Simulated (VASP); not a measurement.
Energy against volume of SrTiO$_{3}$ (cubic perovskite). These are PW91 GGA, VASP's PBE PAW potentials (set 64) (plane waves; VASP 6.6.1) values and carry that method's errors.

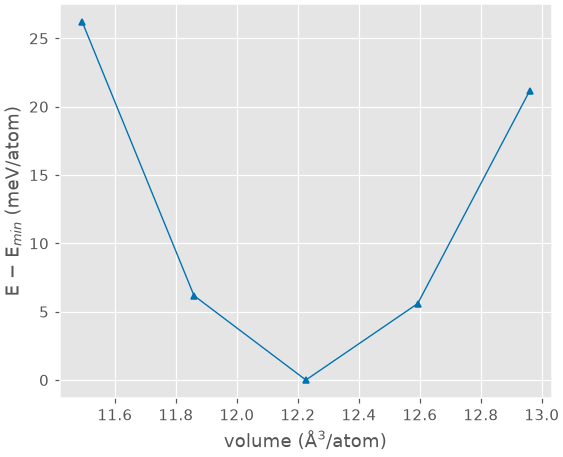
Figure. Energy against volume

Task: Estimate the equilibrium volume and the bulk modulus.

Result: The minimum lies near 12.2 Å³/atom, and the curvature gives B0 of about 170 GPa.

Measured: a 3.890 Å at 0 K (computed value off by +1.3 %), as given by D. I. Bilc et al., Physical Review B (2008), arXiv:0805.0753 [cubic phase extrapolated to 0 K].

The compound is SrTiO3 in the cubic perovskite structure, the ideal cubic form; the compound distorts at low or room temperature. It was relaxed first.
